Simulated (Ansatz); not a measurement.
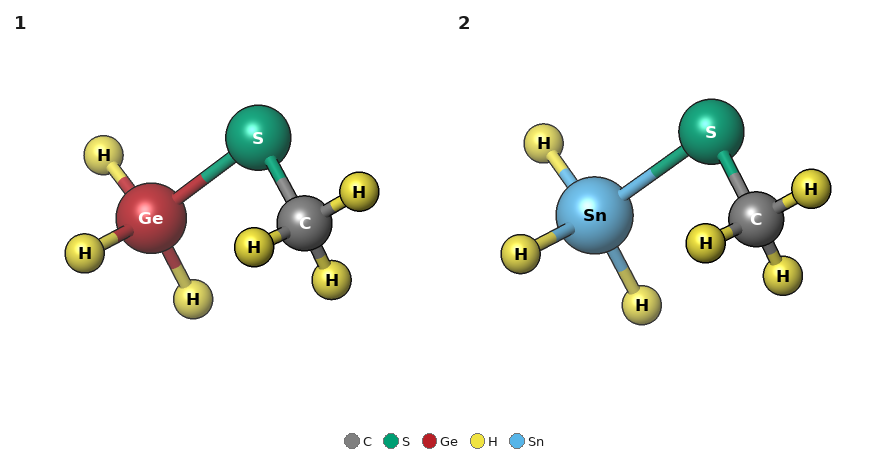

2 molecules with one skeleton, seen from the same side and at one scale. Each species is neutral and a spin singlet. Computed geometries: PBE0-D4/def2-TZVP optimisations, one conformation each. Properties computed with Ansatz 0.2.0. Elements past Kr carry core potentials.

One atom differs, called X below: Ge in panel 1, Sn in panel 2. Their formulas are CH6GeS (`C[S][GeH3]`), CH6SSn (`C[S][SnH3]`).

In which is the length of X–S larger (PBE0-D4/def2-TZVP)?

Answer. In panel 2 (X = Sn).

In which is the HOMO–LUMO gap larger (r2SCAN-D4/def2-TZVPP)?

Answer. In panel 1 (X = Ge).

Give the values. With PBE0-D4/def2-TZVP: mean length of X–H (Å), length of X–S (Å), mean angle S–X–H (°), harmonic zero-point energy (kJ/mol). With r2SCAN-D4/def2-TZVPP: dipole moment (D), HOMO energy (Kohn–Sham orbital) (eV), HOMO–LUMO gap (eV).

| quantity | 1 (Ge) | 2 (Sn) | 2 − 1 |
| --- | --- | --- | --- |
| mean length of X–H (Å) | 1.538 | 1.707 | +0.169 |
| length of X–S (Å) | 2.212 | 2.394 | +0.182 |
| mean angle S–X–H (°) | 108.8 | 108.2 | −0.6 |
| dipole moment (D) | 1.45 | 1.49 | +0.04 |
| HOMO energy (Kohn–Sham orbital) (eV) | −5.81 | −5.76 | +0.05 |
| HOMO–LUMO gap (eV) | 5.36 | 4.84 | −0.52 |
| harmonic zero-point energy (kJ/mol) | 163.4 | 155.0 | −8.4 |
